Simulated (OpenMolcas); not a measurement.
## CH3NS (thioformamide): a line through the functionals

CH3NS has 6 atoms, charge 0, and is taken as a singlet. As SMILES, `NC=S`. Geometry: relaxed at PBE0-D4/def2-TZVP. This is one conformer, not always the lowest.

The electronic atomisation energy y, in eV, basis aug-cc-pVDZ; a is the functional's share of exact exchange. Programs: OpenMolcas 26.06.

| functional | program | a | y (eV) |
| --- | --- | --- | --- |
| BLYP | OpenMolcas | 0 | 22.12 |
| r2SCAN | OpenMolcas | 0 | 22.11 |
| B3LYP | OpenMolcas | 0.2 | 21.98 |
| PBE0 | OpenMolcas | 0.25 | ? |
| BHLYP | OpenMolcas | 0.5 | 20.98 |

Fit y = c + s·a to the known rows and predict PBE0.


1. Means of the 4 rows: a = 0.1750, y = 21.797.
2. Σ(Δa)² = 0.1675, Σ(Δa·Δy) = -0.37225, so the slope is -0.37225/0.1675 = -2.2224.
3. Intercept: 21.797 − (-2.2224) × 0.1750 = 22.186. The largest residual of the fit is 0.24.
4. PBE0: 22.186 + (-2.2224) × 0.25 = 21.63 eV.

The run gave 22.15 eV, so the prediction is off by -0.52 eV, more than the scatter of the fit. The rows mix families of semi-local functionals, which the line can't see.

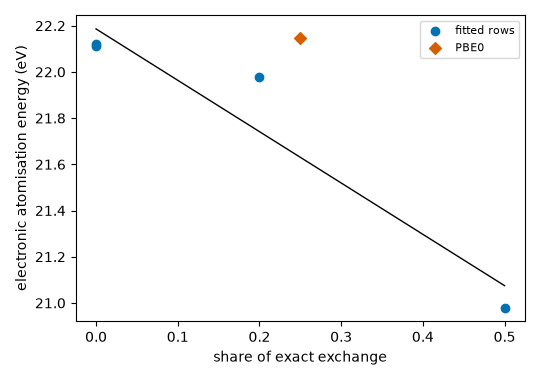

The fitted line, with the withheld row.
